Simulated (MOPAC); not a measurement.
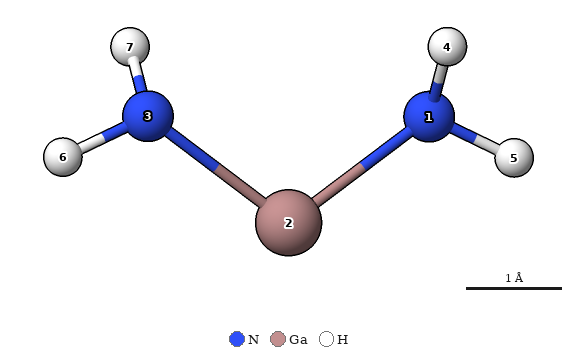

**Figure 1.** The structure as given in the input (ball-and-stick view, seen at a tilt; atoms are numbered from 1 in the order of the input). Sticks mark near contacts. Bond lengths as drawn: Ga–N 1.93 Å and H–N 1.02 Å.

**GaN₂H₄: geometry relaxation**

GaN₂H₄, multiplicity 2, SMILES [NH2][Ga][NH2], computed with PM6-D3, unrestricted, dispersion D3 (MOPAC 23.2.5).

The geometry comes from this level: GFN2-xTB.

**Input file (gah4n2.mop)**
```
PM6-D3 UHF GNORM=0.1 CYCLES=200 DISP AUX(PRECISION=6) THREADS=1
GaH4N2

N     -1.305270 1    -0.527580 1    -0.705100 1
Ga     0.268150 1     0.584140 1    -0.824090 1
N      1.267870 1     0.446760 1     0.822310 1
H     -1.815620 1    -0.380720 1     0.163060 1
H     -1.993830 1    -0.491570 1    -1.451960 1
H      2.180410 1     0.889970 1     0.886540 1
H      1.398290 1    -0.521010 1     1.109240 1
```

Run on 1 thread of Arm Neoverse N1, 98 GiB of memory available, shared host.

Run as:
```bash
mopac gah4n2.mop
```

**Output**
```
MOPAC v23.2.5
PM6-D3 CALCULATION RESULTS

 *  PM6-D3     - CORRECT DISPERSION USING D3 METHOD
 *  UHF        - UNRESTRICTED HARTREE-FOCK CALCULATION
 *  THREADS=1  - MULTI-THREADING NOT USED
 *  CYCLES=    - DO A MAXIMUM OF 200 STEPS
 *  GNORM      - EXIT WHEN GRADIENT NORM DROPS BELOW 0.100
 *  AUX        - OUTPUT AUXILIARY INFORMATION
 *  DISP       - PRINT DISPERSION AND HYDROGEN BOND ENERGIES
PM6-D3 UHF GNORM=0.1 CYCLES=200 DISP AUX(PRECISION=6) THREADS=1
 GaH4N2

   ATOM   CHEMICAL          X               Y               Z
  NUMBER   SYMBOL      (ANGSTROMS)     (ANGSTROMS)     (ANGSTROMS)

     1       N         -1.30527000  *  -0.52758000  *  -0.70510000  *
     2      Ga          0.26815000  *   0.58414000  *  -0.82409000  *
     3       N          1.26787000  *   0.44676000  *   0.82231000  *
     4       H         -1.81562000  *  -0.38072000  *   0.16306000  *
     5       H         -1.99383000  *  -0.49157000  *  -1.45196000  *
     6       H          2.18041000  *   0.88997000  *   0.88654000  *
     7       H          1.39829000  *  -0.52101000  *   1.10924000  *

          CARTESIAN COORDINATES

    NO.       ATOM           X           Y           Z

     1         N         -1.3053     -0.5276     -0.7051
     2        Ga          0.2681      0.5841     -0.8241
     3         N          1.2679      0.4468      0.8223
     4         H         -1.8156     -0.3807      0.1631
     5         H         -1.9938     -0.4916     -1.4520
     6         H          2.1804      0.8900      0.8865
     7         H          1.3983     -0.5210      1.1092

           Empirical Formula: H4 N2 Ga  =     7 atoms

      MOLECULAR POINT GROUP   :   C2

          UHF CALCULATION, NO. OF ALPHA ELECTRONS =    9
                           NO. OF BETA  ELECTRONS =    8

          Geometry optimization using EF

          DIAGONAL MATRIX USED AS START HESSIAN
```

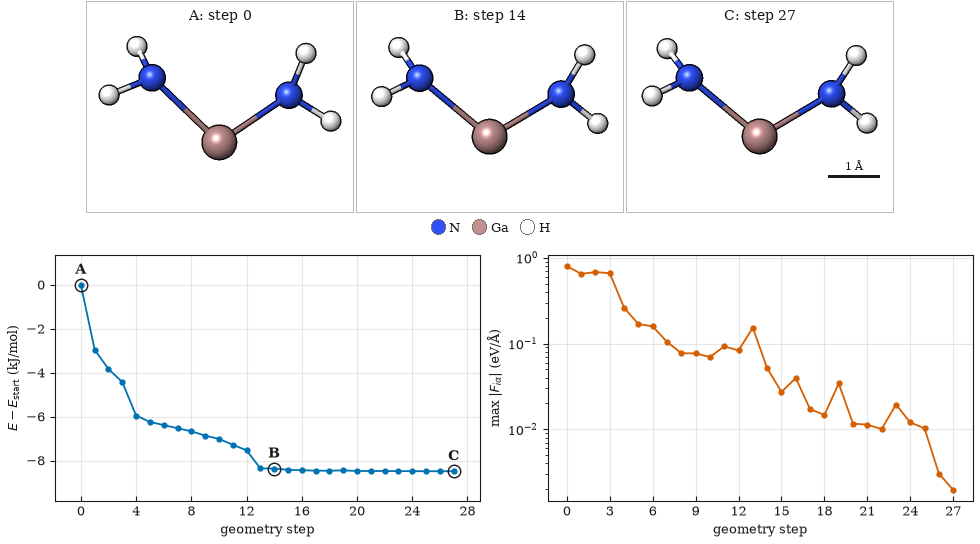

**Figure 2.** Frames of the relaxation (ball-and-stick view, seen at a tilt) above the curves, on which the letters mark them (steps are counted from 0).

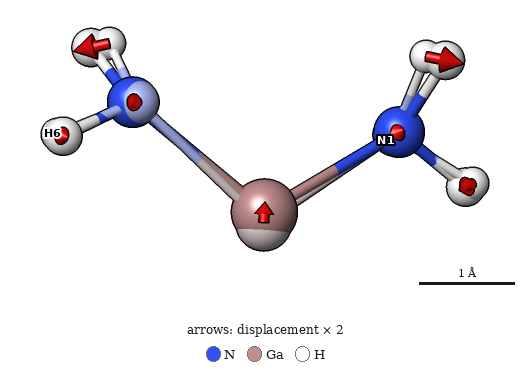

**Figure 3.** Start (faint) and end (solid) with the displacements as red arrows, magnified 2 times (ball-and-stick view, seen at a tilt). The two geometries are laid on each other by the best rigid fit. H4 moves most after the best rigid fit: 0.21 Å. Largest moves by element: H 0.21 Å, Ga 0.12 Å, N 0.09 Å. Distances before and after: Ga2–N3 1.931 → 1.879 Å. Among the angles that change: Ga2–N1–H4 112.2° → 117.9°, N1–Ga2–N3 109.2° → 114.6°. After 27 geometry steps the energy has fallen by 8.49 kJ/mol. The largest force component goes from 0.8 to 0.002 eV/Å. (Atoms are counted from 1 in the order of the input.)

```
 CYCLE:     1 TIME:   0.008 TIME LEFT:  2.00D  GRAD.:    34.135 HEAT:  41.89105
 CYCLE:     2 TIME:   0.000 TIME LEFT:  2.00D  GRAD.:    28.026 HEAT:  41.18375
 CYCLE:     3 TIME:   0.008 TIME LEFT:  2.00D  GRAD.:    30.063 HEAT:  40.97444
 CYCLE:     4 TIME:   0.000 TIME LEFT:  2.00D  GRAD.:    29.729 HEAT:  40.83264
 CYCLE:     5 TIME:   0.000 TIME LEFT:  2.00D  GRAD.:    10.700 HEAT:  40.46881
 CYCLE:     6 TIME:   0.000 TIME LEFT:  2.00D  GRAD.:     7.191 HEAT:  40.39902
 CYCLE:     7 TIME:   0.008 TIME LEFT:  2.00D  GRAD.:     6.490 HEAT:  40.36509
 CYCLE:     8 TIME:   0.000 TIME LEFT:  2.00D  GRAD.:     4.791 HEAT:  40.33003
 CYCLE:     9 TIME:   0.000 TIME LEFT:  2.00D  GRAD.:     3.536 HEAT:  40.29710
 CYCLE:    10 TIME:   0.000 TIME LEFT:  2.00D  GRAD.:     3.921 HEAT:  40.25049
 CYCLE:    11 TIME:   0.000 TIME LEFT:  2.00D  GRAD.:     4.361 HEAT:  40.21442
 CYCLE:    12 TIME:   0.008 TIME LEFT:  2.00D  GRAD.:     5.993 HEAT:  40.15131
 CYCLE:    13 TIME:   0.000 TIME LEFT:  2.00D  GRAD.:     5.466 HEAT:  40.09031
 CYCLE:    14 TIME:   0.000 TIME LEFT:  2.00D  GRAD.:     5.459 HEAT:  39.89372
 CYCLE:    15 TIME:   0.000 TIME LEFT:  2.00D  GRAD.:     2.664 HEAT:  39.89138
 CYCLE:    16 TIME:   0.000 TIME LEFT:  2.00D  GRAD.:     1.493 HEAT:  39.87836
 CYCLE:    17 TIME:   0.008 TIME LEFT:  2.00D  GRAD.:     2.204 HEAT:  39.87342
 CYCLE:    18 TIME:   0.000 TIME LEFT:  2.00D  GRAD.:     0.752 HEAT:  39.86885
 CYCLE:    19 TIME:   0.000 TIME LEFT:  2.00D  GRAD.:     0.605 HEAT:  39.86790
 CYCLE:    20 TIME:   0.000 TIME LEFT:  2.00D  GRAD.:     1.756 HEAT:  39.87211
 CYCLE:    21 TIME:   0.008 TIME LEFT:  2.00D  GRAD.:     0.517 HEAT:  39.86540
 CYCLE:    22 TIME:   0.000 TIME LEFT:  2.00D  GRAD.:     0.498 HEAT:  39.86549
 CYCLE:    23 TIME:   0.000 TIME LEFT:  2.00D  GRAD.:     0.393 HEAT:  39.86509
 CYCLE:    24 TIME:   0.000 TIME LEFT:  2.00D  GRAD.:     0.961 HEAT:  39.86383
 CYCLE:    25 TIME:   0.008 TIME LEFT:  2.00D  GRAD.:     0.647 HEAT:  39.86331
 CYCLE:    26 TIME:   0.000 TIME LEFT:  2.00D  GRAD.:     0.405 HEAT:  39.86264
 CYCLE:    27 TIME:   0.000 TIME LEFT:  2.00D  GRAD.:     0.142 HEAT:  39.86248
 CYCLE:    28 TIME:   0.000 TIME LEFT:  2.00D  GRAD.:     0.081 HEAT:  39.86243

     GRADIENT =  0.08060 IS LESS THAN CUTOFF =  0.10000

 -------------------------------------------------------------------------------
 PM6-D3 UHF GNORM=0.1 CYCLES=200 DISP AUX(PRECISION=6) THREADS=1
 GaH4N2

     GEOMETRY OPTIMISED USING EIGENVECTOR FOLLOWING (EF).
     SCF FIELD WAS ACHIEVED

                              PM6-D3 CALCULATION

          FINAL HEAT OF FORMATION =         39.86243 KCAL/MOL =     166.78442 KJ/MOL

          TOTAL ENERGY            =     -10884.63011 KCAL/MOL = ELECTRONIC ENERGY + CORE-CORE REPULSION
          ENERGY OF ATOMS         =      10924.95910 KCAL/MOL
                              SUM =         40.32898 KCAL/MOL
          DISPERSION ENERGY       =         -0.44838 KCAL/MOL
          H-BOND ENERGY           =         -0.01817 KCAL/MOL
                              SUM =         39.86243 KCAL/MOL = FINAL HEAT OF FORMATION

          TOTAL ENERGY            =       -472.00223 EV
          ELECTRONIC ENERGY       =      -1161.65211 EV
          CORE-CORE REPULSION     =        689.64988 EV
          COSMO AREA              =         97.50 SQUARE ANGSTROMS
          COSMO VOLUME            =         79.07 CUBIC ANGSTROMS

          GRADIENT NORM           =          0.08060          =       0.03046 PER ATOM
          IONIZATION POTENTIAL    =          8.687240 EV
          ALPHA SOMO LUMO (EV)    =         -8.687  0.625
          BETA  SOMO LUMO (EV)    =         -9.467 -1.004
          NO. OF ALPHA ELECTRONS  =          9
          NO. OF BETA  ELECTRONS  =          8
          MOLECULAR WEIGHT        =        101.7800         POINT GROUP:  C2

          MOLECULAR DIMENSIONS (Angstroms)

            Atom       Atom       Distance
            H     6    H     5     4.94291
           Ga     2    H     7     1.89974
           Ga     2    H     4     1.50731

          SCF CALCULATIONS        =         30

          WALL-CLOCK TIME         =      0.070 SECONDS
          COMPUTATION TIME        =      0.065 SECONDS

   ATOM   CHEMICAL          X               Y               Z
  NUMBER   SYMBOL      (ANGSTROMS)     (ANGSTROMS)     (ANGSTROMS)

     1       N         -1.33216224  *  -0.47060677  *  -0.71215484  *
     2      Ga          0.24871751  *   0.54867697  *  -0.76721527  *
     3       N          1.31476670  *   0.42302442  *   0.77548128  *
     4       H         -1.98698557  *  -0.29237818  *   0.04504203  *
     5       H         -1.87225952  *  -0.57709624  *  -1.56415834  *
     6       H          2.11428844  *   1.03965866  *   0.87016333  *
     7       H          1.60127154  *  -0.50243948  *   1.08362161  *

                             CARTESIAN COORDINATES

   1    N       -1.332162245    -0.470606773    -0.712154845
   2   Ga        0.248717510     0.548676973    -0.767215273
   3    N        1.314766699     0.423024421     0.775481284
   4    H       -1.986985575    -0.292378177     0.045042033
   5    H       -1.872259518    -0.577096242    -1.564158337
   6    H        2.114288436     1.039658656     0.870163329
   7    H        1.601271542    -0.502439483     1.083621611

           Empirical Formula: H4 N2 Ga  =     7 atoms

      MOLECULAR POINT GROUP   :   C2

          ALPHA EIGENVALUES
 -29.86049 -29.84647 -17.34379 -16.37419 -16.35999 -13.71601 -10.87906 -10.81536
  -8.68724   0.62483   1.98205   2.34002   5.73614   5.80608   6.76221   6.79101

           BETA EIGENVALUES
 -29.20735 -29.17491 -16.78738 -16.14789 -15.95860 -13.18794  -9.72520  -9.46684
  -1.00434   0.99329   2.31063   3.51721   5.96337   5.98478   6.90686   6.93133

              NET ATOMIC CHARGES AND DIPOLE CONTRIBUTIONS

  ATOM NO.   TYPE          CHARGE      No. of ELECS.   s-Pop       p-Pop
    1          N          -0.556101        5.5561     1.57228     3.98382
    2         Ga           0.221729        2.7783     1.52925     1.24902
    3          N          -0.559864        5.5599     1.56973     3.99014
    4          H           0.222185        0.7778     0.77781
    5          H           0.224407        0.7756     0.77559
    6          H           0.224993        0.7750     0.77501
    7          H           0.222650        0.7774     0.77735
 DIPOLE           X         Y         Z       TOTAL
 POINT-CHG.     0.146     0.356    -0.539     0.662
 HYBRID        -0.181    -0.421     0.573     0.734
 SUM           -0.034    -0.065     0.034     0.081

          ATOMIC ORBITAL ELECTRON POPULATIONS

     Atom    s        px        py        pz
    1  N   1.57228   1.27624   1.52063   1.18695
    2 Ga   1.52925   0.53805   0.29177   0.41921
    3  N   1.56973   1.38709   1.21588   1.38716
    4  H   0.77781
    5  H   0.77559
    6  H   0.77501
    7  H   0.77735

                    (SZ)    =    0.500000
                    (S**2)  =    0.779890

          ATOMIC ORBITAL SPIN POPULATIONS

    Atom   Total    s     px     py     pz
         Atomic
    1  N  0.3528  0.006  0.026  0.292  0.028
    2 Ga  0.3614  0.262 -0.091  0.063  0.128
    3  N  0.3398  0.007  0.016  0.020  0.296
    4  H -0.0088 -0.009
    5  H -0.0194 -0.019
    6  H -0.0187 -0.019
    7  H -0.0072 -0.007

 *                    *
 * JOB ENDED NORMALLY *
 *                    *

 TOTAL JOB TIME:             0.07 SECONDS

 == MOPAC DONE ==
```

**Trajectory as extended XYZ (Å, eV, eV/Å), 14 of the 28 frames kept, from step=0 to step=27**
```
7
Properties=species:S:1:pos:R:3:forces:R:3 step=0 energy=1.81657
N    -1.3053   -0.5276   -0.7051    0.5014   0.6599  -0.0110
Ga    0.2681    0.5841   -0.8241   -0.2084  -0.4594   0.6620
N     1.2679    0.4468    0.8223   -0.2489  -0.1034  -0.7965
H    -1.8156   -0.3807    0.1631   -0.1170  -0.0914   0.0440
H    -1.9938   -0.4916   -1.4520    0.1471  -0.0610  -0.0289
H     2.1804    0.8900    0.8865   -0.1354   0.0936  -0.0166
H     1.3983   -0.5210    1.1092    0.0611  -0.0383   0.1469
7
Properties=species:S:1:pos:R:3:forces:R:3 step=2 energy=1.77682
N    -1.2825   -0.4938   -0.7047   -0.4647   0.0002  -0.6788
Ga    0.2603    0.5694   -0.8008    0.0746   0.1105  -0.1208
N     1.2633    0.4413    0.7808    0.3107   0.0602   0.0059
H    -1.8174   -0.3947    0.1365   -0.2684  -0.0187   0.4654
H    -1.9812   -0.5013   -1.4729    0.5958   0.0049   0.2911
H     2.1675    0.9094    0.8775   -0.2811   0.0501  -0.1140
H     1.3979   -0.5004    1.1254    0.0332  -0.2072   0.1514
7
Properties=species:S:1:pos:R:3:forces:R:3 step=4 energy=1.75489
N    -1.2938   -0.4909   -0.7130    0.0833   0.1120   0.1482
Ga    0.2608    0.5716   -0.8012   -0.0340  -0.1007   0.0456
N     1.2722    0.4365    0.7808   -0.1149  -0.2613  -0.0263
H    -1.8205   -0.4071    0.1542   -0.1085  -0.0316  -0.0168
H    -1.9615   -0.5050   -1.4731    0.0660   0.0213  -0.0782
H     2.1542    0.9217    0.8575    0.0591   0.0685   0.0103
H     1.3995   -0.5071    1.1618    0.0489   0.1918  -0.0828
7
Properties=species:S:1:pos:R:3:forces:R:3 step=6 energy=1.75040
N    -1.2914   -0.4813   -0.7087    0.0125  -0.0292  -0.0382
Ga    0.2599    0.5687   -0.7978   -0.0035  -0.0044  -0.0570
N     1.2703    0.4302    0.7729    0.0801   0.0844   0.0309
H    -1.8272   -0.4159    0.1472   -0.1582   0.0132   0.1135
H    -1.9474   -0.5064   -1.4795    0.0526   0.0147  -0.0583
H     2.1482    0.9336    0.8552   -0.0604  -0.0093   0.0031
H     1.4035   -0.4967    1.1632    0.0768  -0.0694   0.0060
7
Properties=species:S:1:pos:R:3:forces:R:3 step=8 energy=1.74745
N    -1.2940   -0.4782   -0.7054    0.0065  -0.0271   0.0185
Ga    0.2594    0.5674   -0.7985    0.0050  -0.0254   0.0350
N     1.2731    0.4294    0.7729   -0.0397   0.0092   0.0077
H    -1.8406   -0.4210    0.1505   -0.0740   0.0356  -0.0516
H    -1.9332   -0.5040   -1.4901   -0.0127  -0.0044  -0.0013
H     2.1416    0.9405    0.8571    0.0378   0.0256   0.0175
H     1.4122   -0.4992    1.1621    0.0771  -0.0137  -0.0258
7
Properties=species:S:1:pos:R:3:forces:R:3 step=10 energy=1.74386
N    -1.2989   -0.4778   -0.6993    0.0162   0.0040  -0.0292
Ga    0.2599    0.5636   -0.7970   -0.0457  -0.0079   0.0671
N     1.2751    0.4323    0.7739    0.0306  -0.0609   0.0399
H    -1.8730   -0.4136    0.1389    0.0052   0.0656  -0.0633
H    -1.9147   -0.4994   -1.5022   -0.0687  -0.0496  -0.0093
H     2.1378    0.9549    0.8673   -0.0070   0.0212  -0.0068
H     1.4371   -0.5058    1.1359    0.0695   0.0278   0.0015
7
Properties=species:S:1:pos:R:3:forces:R:3 step=12 energy=1.73848
N    -1.3084   -0.4784   -0.7002   -0.0622   0.0364  -0.0701
Ga    0.2574    0.5564   -0.7866   -0.0692   0.0346   0.0252
N     1.2863    0.4341    0.7761    0.0676  -0.0591   0.0215
H    -1.9236   -0.3768    0.1042    0.0674   0.0554   0.0038
H    -1.8971   -0.5085   -1.5243   -0.0445  -0.0785  -0.0409
H     2.1336    0.9855    0.8676   -0.0423  -0.0105  -0.0042
H     1.4892   -0.5087    1.1018    0.0832   0.0216   0.0646
7
Properties=species:S:1:pos:R:3:forces:R:3 step=15 energy=1.72929
N    -1.3290   -0.4761   -0.7155   -0.0034   0.0273  -0.0041
Ga    0.2489    0.5494   -0.7667   -0.0159  -0.0002  -0.0230
N     1.3144    0.4279    0.7727   -0.0199  -0.0232   0.0155
H    -1.9727   -0.3123    0.0542   -0.0073   0.0013   0.0112
H    -1.8832   -0.5521   -1.5621    0.0100  -0.0182  -0.0057
H     2.1274    1.0264    0.8574    0.0161   0.0080   0.0072
H     1.5726   -0.4981    1.1034    0.0204   0.0049  -0.0011
7
Properties=species:S:1:pos:R:3:forces:R:3 step=17 energy=1.72888
N    -1.3337   -0.4736   -0.7166    0.0026   0.0172   0.0064
Ga    0.2474    0.5473   -0.7638    0.0058   0.0007  -0.0019
N     1.3194    0.4267    0.7732   -0.0087  -0.0056   0.0115
H    -1.9874   -0.3018    0.0437    0.0071   0.0000  -0.0063
H    -1.8754   -0.5613   -1.5700   -0.0048  -0.0125   0.0026
H     2.1253    1.0362    0.8596   -0.0046  -0.0036  -0.0019
H     1.5935   -0.4968    1.0979    0.0027   0.0038  -0.0104
7
Properties=species:S:1:pos:R:3:forces:R:3 step=19 energy=1.72902
N    -1.3367   -0.4676   -0.7167   -0.0090  -0.0268  -0.0220
Ga    0.2470    0.5452   -0.7625    0.0089   0.0164  -0.0057
N     1.3199    0.4268    0.7789    0.0032   0.0003  -0.0342
H    -1.9981   -0.2925    0.0338   -0.0051   0.0105   0.0291
H    -1.8709   -0.5795   -1.5725    0.0207   0.0115   0.0079
H     2.1227    1.0420    0.8602   -0.0161   0.0110   0.0047
H     1.6148   -0.4984    1.0782   -0.0027  -0.0230   0.0203
7
Properties=species:S:1:pos:R:3:forces:R:3 step=21 energy=1.72873
N    -1.3350   -0.4704   -0.7163    0.0027  -0.0036  -0.0003
Ga    0.2474    0.5465   -0.7636    0.0043   0.0053  -0.0020
N     1.3191    0.4264    0.7760   -0.0009  -0.0005  -0.0094
H    -1.9921   -0.2976    0.0397    0.0021   0.0059   0.0070
H    -1.8729   -0.5709   -1.5706    0.0029  -0.0010   0.0003
H     2.1233    1.0390    0.8603   -0.0113   0.0020   0.0018
H     1.6036   -0.4980    1.0882    0.0002  -0.0080   0.0026
7
Properties=species:S:1:pos:R:3:forces:R:3 step=23 energy=1.72866
N    -1.3329   -0.4700   -0.7136    0.0009  -0.0037   0.0099
Ga    0.2484    0.5482   -0.7663   -0.0047  -0.0054   0.0024
N     1.3157    0.4241    0.7755    0.0122  -0.0134   0.0080
H    -1.9877   -0.2975    0.0456    0.0113   0.0035  -0.0176
H    -1.8722   -0.5743   -1.5664   -0.0060   0.0026   0.0061
H     2.1179    1.0384    0.8651   -0.0063  -0.0030   0.0035
H     1.6001   -0.5013    1.0882   -0.0074   0.0194  -0.0123
7
Properties=species:S:1:pos:R:3:forces:R:3 step=25 energy=1.72861
N    -1.3323   -0.4707   -0.7125   -0.0002   0.0003  -0.0023
Ga    0.2487    0.5486   -0.7671    0.0002  -0.0014  -0.0004
N     1.3149    0.4233    0.7758   -0.0043   0.0045  -0.0063
H    -1.9869   -0.2923    0.0446   -0.0018   0.0004   0.0055
H    -1.8730   -0.5772   -1.5642    0.0046   0.0022  -0.0008
H     2.1152    1.0391    0.8698   -0.0019   0.0042  -0.0006
H     1.6012   -0.5020    1.0832    0.0033  -0.0103   0.0049
7
Properties=species:S:1:pos:R:3:forces:R:3 step=27 energy=1.72860
N    -1.3322   -0.4706   -0.7122   -0.0002   0.0000   0.0003
Ga    0.2487    0.5487   -0.7672   -0.0001  -0.0020   0.0002
N     1.3148    0.4230    0.7755   -0.0005  -0.0007   0.0002
H    -1.9870   -0.2924    0.0450    0.0011   0.0003  -0.0004
H    -1.8723   -0.5771   -1.5642   -0.0002   0.0014  -0.0001
H     2.1143    1.0397    0.8702   -0.0014   0.0007   0.0000
H     1.6013   -0.5024    1.0836    0.0012   0.0004  -0.0001
```

**Key numbers**

- outcome: converged
- total energy: −17.345762 hartree
- dispersion energy: −0.000715 hartree
- heat of formation: 39.86 kcal/mol
- basis functions: 16
- largest force: 0.002 eV/Å
- ⟨S²⟩: 0.780
- dipole moment: 0.08 D
- peak memory: 0.12 GiB

MOPAC's energies along a path are heats of formation.
